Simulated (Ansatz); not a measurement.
K$_{2}$NaRhF$_{6}$ (space group Fm-3m)

```xyz
10
Lattice="0.0000 4.1752 4.1752 4.1752 0.0000 4.1752 4.1752 4.1752 0.0000" Properties=species:S:1:pos:R:3 pbc="T T T"
K      6.2628     6.2628     6.2628
K      2.0876     2.0876     2.0876
Na     4.1752     4.1752     4.1752
Rh     0.0000     0.0000     0.0000
F      1.9718     4.1752     4.1752
F      6.3786     4.1752     4.1752
F      4.1752     1.9718     4.1752
F      4.1752     6.3786     4.1752
F      4.1752     4.1752     1.9718
F      4.1752     4.1752     6.3786
```

This relaxed cell (volume V₀) is scaled evenly in all directions, its shape held. The atoms relax within the cell's symmetry.

Computed with PBEsol (plane waves to 420 eV, PAW, scalar-relativistic; Ansatz, a program for electronic structure). k mesh 7×7×7 (Γ-centred), Fermi-Dirac smearing 0.05 eV. E stands for the smeared free energy. K2NaRhF6 is run without spin polarisation and with no Hubbard U. K2NaRhF6 was relaxed with its symmetry unable to fall. The zero of ΔE is the relaxed starting cell.

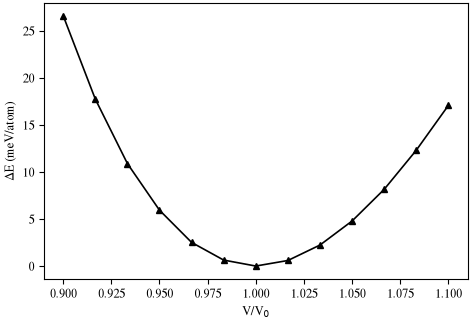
Figure. ΔE (meV/atom) against V/V₀; computed points joined by lines.

Q: What bulk modulus B₀ follows from a third-order Birch-Murnaghan fit?

A: About 46 GPa.

Q: What is ΔE at V/V₀ = 1.100?

A: About 17 meV/atom.

Q: What is ΔE at V/V₀ = 0.900?

A: About 27 meV/atom.

(Under strain, the slope of the energy per volume gives the stress and its curvature an elastic modulus.)
